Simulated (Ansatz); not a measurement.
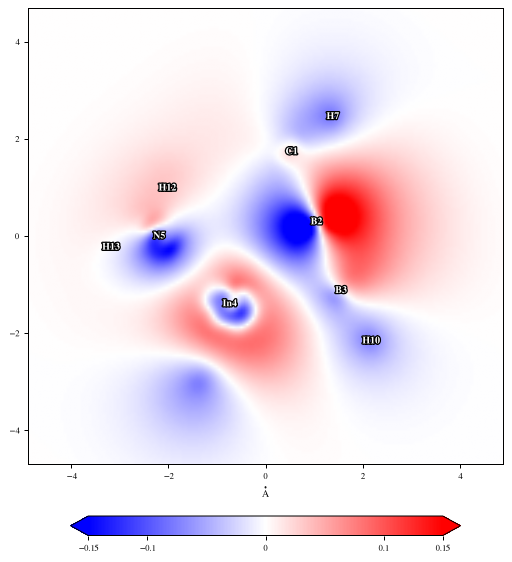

*CH$_{8}$B$_{2}$InN. One frontier orbital on the plane of atoms B2, In4 and N5 (values in Å⁻³ᐟ²; the overall sign is arbitrary).*

Core potentials replace the inner electrons of In.

These are results of RKS LDA/def2-SVP (Ansatz), not measurements.

Input

```
crystal:
  periodic: [false, false, false]
  atoms:
    - { symbol: C, position_ang: [-0.30519, 0.17097, 1.89073] }
    - { symbol: B, position_ang: [0.39685, -1.07824, 1.18004] }
    - { symbol: B, position_ang: [1.52658, -0.84902, 0.11569] }
    - { symbol: In, position_ang: [0.26074, -0.36504, -1.77757] }
    - { symbol: "N", position_ang: [-0.69562, 1.44678, -1.91838] }
    - { symbol: H, position_ang: [0.14579, 1.13135, 1.64803] }
    - { symbol: H, position_ang: [-0.27922, 0.05661, 2.97284] }
    - { symbol: H, position_ang: [-1.35961, 0.20969, 1.61131] }
    - { symbol: H, position_ang: [-0.12492, -2.11602, 1.40159] }
    - { symbol: H, position_ang: [2.67743, -0.75422, -0.04705] }
    - { symbol: H, position_ang: [0.26378, -1.20043, -3.35433] }
    - { symbol: H, position_ang: [-1.11767, 1.80816, -1.07017] }
    - { symbol: H, position_ang: [-1.38895, 1.5394, -2.65273] }
basis:
  gaussian: { orbitals: def2-SVP }
hamiltonian:
  xc: lda
relax:
  f_tol: 0.015
  max_steps: 40
output:
  orbitals: {}
```

Launched as:

```sh
ansatz run input.yaml --threads 2 --pin off --max-ram 3072MiB --backend cpu --events-out ev --progress --plain --runs-dir out
```

The fields are those of the relaxed geometry.

**Which orbital is it: HOMO or LUMO?**

The LUMO, at −1.65 eV. By Hirshfeld shares it lies mainly on In4 (about 60 %), N5 (about 10 %), B2 (about 10 %) and B3 (about 5 %).
